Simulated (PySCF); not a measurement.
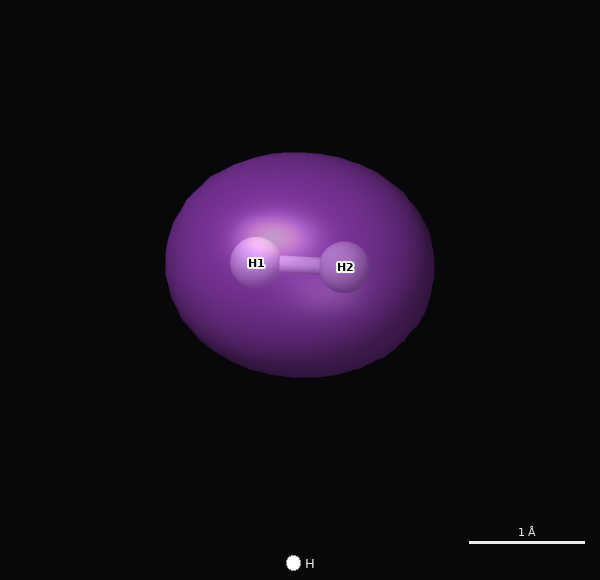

Figure 1: H2, SMILES `[H][H]`. Pipek–Mezey orbitals, occupied; each surface holds about 80 % of the orbital's density. Energies are diagonal elements of the Fock matrix.

Method: BP86/aug-cc-pVDZ; geometry: GFN2-xTB; program: PySCF. No frequency check shows the geometry to be a minimum.

Input

```python
import numpy as np
from pyscf import gto, scf, dft, lo
from pyscf.data.elements import chemcore

def solve(mol, dm0=None, hcore=None):
    mf = (dft.UKS if mol.spin else dft.RKS)(mol, xc='bp86')
    mf.grids.level = 3
    mf = mf.density_fit(auxbasis='def2-universal-jkfit')
    mf.conv_tol, mf.max_cycle = 1e-8, 80
    if hcore is not None:
        mf.get_hcore = lambda *args: hcore
    mf.kernel(dm0)
    if not mf.converged:
        mf = mf.newton().run(mf.mo_coeff, mf.mo_occ, max_cycle=30)
    assert mf.converged, 'SCF not converged'
    return mf

mol = gto.M(atom='''
H      0.38834     0.00000     0.00000
H     -0.38834     0.00000     0.00000
''', basis='aug-cc-pvdz', charge=0, spin=0, verbose=4)
mf = solve(mol)
occ_all = mf.mo_coeff[:, mf.mo_occ > 0]
occ = occ_all[:, chemcore(mol):]
pm = lo.PM(mol, occ, pop_method='meta_lowdin')
loc = pm.kernel()
for _ in range(5):
    new, stable = pm.stability_jacobi(return_status=True)
    if stable:
        break
    loc = pm.kernel(new)
fock, s = mf.get_fock(), mf.get_ovlp()
ortho = lo.orth_ao(mol, 'meta_lowdin')
labels = mol.ao_labels(fmt=None)
vir = loc[:, :0]
both = np.hstack([loc, vir])
p = (ortho.T @ s @ both) ** 2
pop = np.array([p[[l[0] == a for l in labels]].sum(0) for a in range(mol.natm)])
spd = np.array([[p[[l[0] == a and l[2][-1] == k for l in labels]].sum(0) for k in 'spd'] for a in range(mol.natm)])
eps = np.einsum('pi,pq,qi->i', both, fock, both)
for i in np.argsort(eps):
    top = np.argsort(-pop[:, i])[:3]
    print('%3d %s %9.4f Eh ' % (i + 1, 'occ' if i < loc.shape[1] else 'vir', eps[i]), '  '.join('%s%d %.3f' % (mol.atom_symbol(a), a + 1, pop[a, i]) for a in top))
np.savez('result.npz', c=both, nocc=loc.shape[1], pop=pop, spd=spd, eps=eps, e=mf.e_tot)
```

Command:

```sh
OMP_NUM_THREADS=1 python input.py
```

The run took 1 s on 1 thread of Arm Neoverse V1, with other jobs on the host, peak memory 0.17 GiB.

What does this orbital represent?

Answer. σ bond H1–H2 (H1 50 %, H2 50 %; −10.3 eV).

How do all the valence pairs divide up?

Answer. 1 pairs: 1 σ bond.
